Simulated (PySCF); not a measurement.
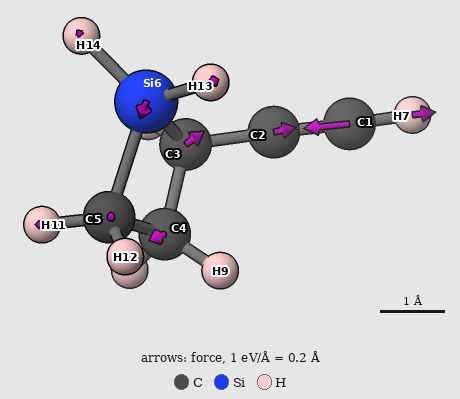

Starting geometry of C₅H₈Si with the computed forces as purple arrows. A ball-and-stick model, seen at a tilt.

The start comes from GFN2-xTB. Its atoms were then displaced at random by about 0.01 Å.

The calculation used PBE0-D3(BJ)/def2-SVP geometry optimisation, gas phase (PySCF). 

Question: Is this structure relaxed? If not, where do the atoms go?

Answer: It isn't relaxed: the largest force vector, on a C atom, is 3.82 eV/Å. The final displacements have little in common with the starting forces (cosine between the two patterns 0.07). The largest move after the best rigid fit is that of an H atom, 0.47 Å. Largest moves by element: H 0.47 Å, C 0.23 Å, Si 0.09 Å. Some distances before and after: C–C 1.509 → 1.560 Å, H–Si 1.444 → 1.493 Å, C–H 1.030 → 1.074 Å, C–Si 1.920 → 1.894 Å. Bond angles that change, for instance: Si–C–H 112.7° → 106.8°, C–C–Si 91.6° → 85.9°, C–C–Si 118.1° → 123.5°. The energy falls by 0.269 eV in 11 geometry steps.
